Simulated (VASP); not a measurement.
Band structure of BaF$_{2}$. These are PBE GGA, VASP's PBE PAW potentials (set 64) (plane waves; VASP 6.6.1) values and carry that method's errors.

The cell holds a wide vacuum, so values per volume refer to the whole cell. Unless said otherwise, spin-orbit coupling is left out, though it shifts the bands of the heavy elements here.

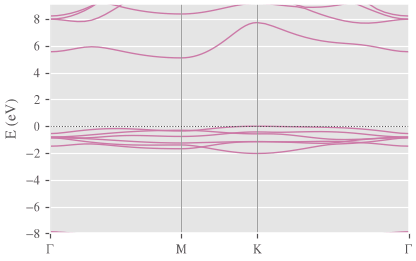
*Bands along high-symmetry lines, zero at the valence-band maximum or, without a gap, the Fermi level*

### Question
Read the plot: is there a gap, and where are the band edges?

### Answer
The gap is indirect, 5.10 eV, from the valence maximum at K to the conduction minimum at M.

The cell is a sheet with vacuum, built from a generated structure.
